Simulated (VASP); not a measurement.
```
CELL_PARAMETERS angstrom
      3.17248     0.00000     0.00000
     -1.58624     2.74745     0.00000
      0.00000     0.00000     2.91739
ATOMIC_POSITIONS crystal
  B  0.00000 0.00000 0.00000
  As 0.66667 0.33333 0.50000
```

Level of theory: r2SCAN meta-GGA, VASP's PBE PAW potentials (set 64) (plane waves; VASP 6.6.1). Settings: 520 eV cut-off, 15×15×14 Γ-centred mesh, tetrahedra with Blöchl corrections, potentials B As.

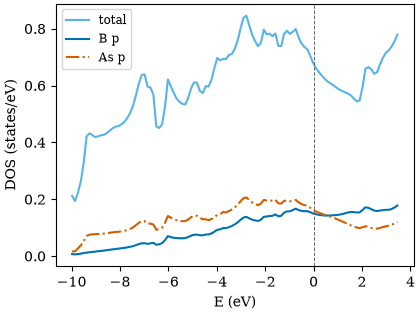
*Total and projected density of states, zero at the Fermi level*

Within 2 eV below the Fermi level the largest weight inside VASP's projection spheres is As p, then B p.

It has no gap at this level: it comes out as a metal or semimetal.

The structure was generated: BAs was put into the WC type (P-6m2), which need not be its known phase. It was relaxed first, which changed the volume by +14 %.
